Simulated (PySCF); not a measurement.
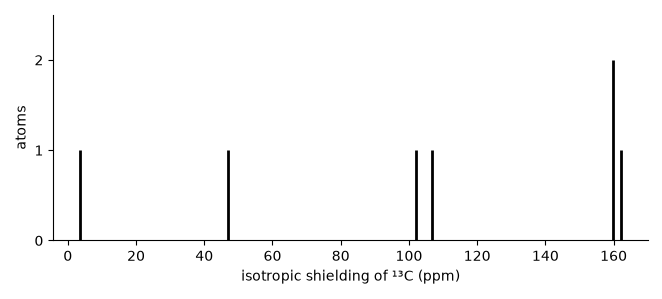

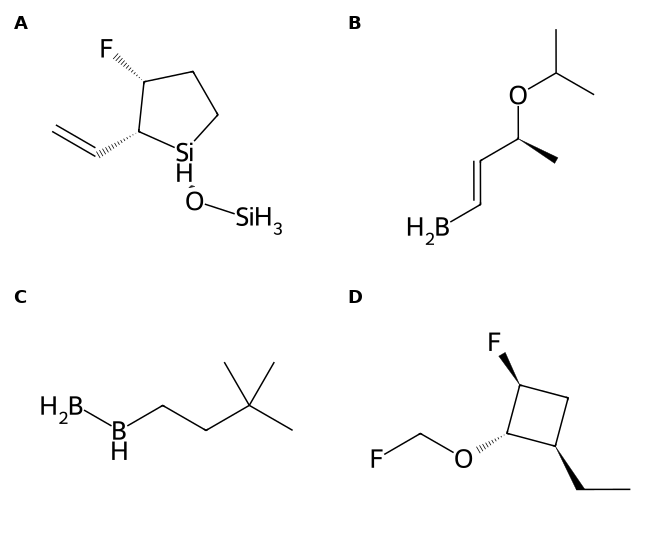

The sticks are computed shieldings of one of the molecules, for one fixed geometry (GFN2-xTB) without averaging over rotations. Low shielding means a high chemical shift. Method: GIAO PBE0/pcSseg-1 NMR shielding, non-relativistic, gas phase (PySCF 2.14.0).

**Match the spectrum to a structure.**

B, `B/C=C/[C@H](C)OC(C)C`. Its 7 C atoms give lines at 3.6, 47.0, 102.2, 106.7, 159.9 (2 atoms), 162.1 ppm.

The geometry is semi-empirical. Around B, Si such bond lengths and angles can be off by a tenth of an ångström or more and by several degrees, and values that hang on the shape move with them.
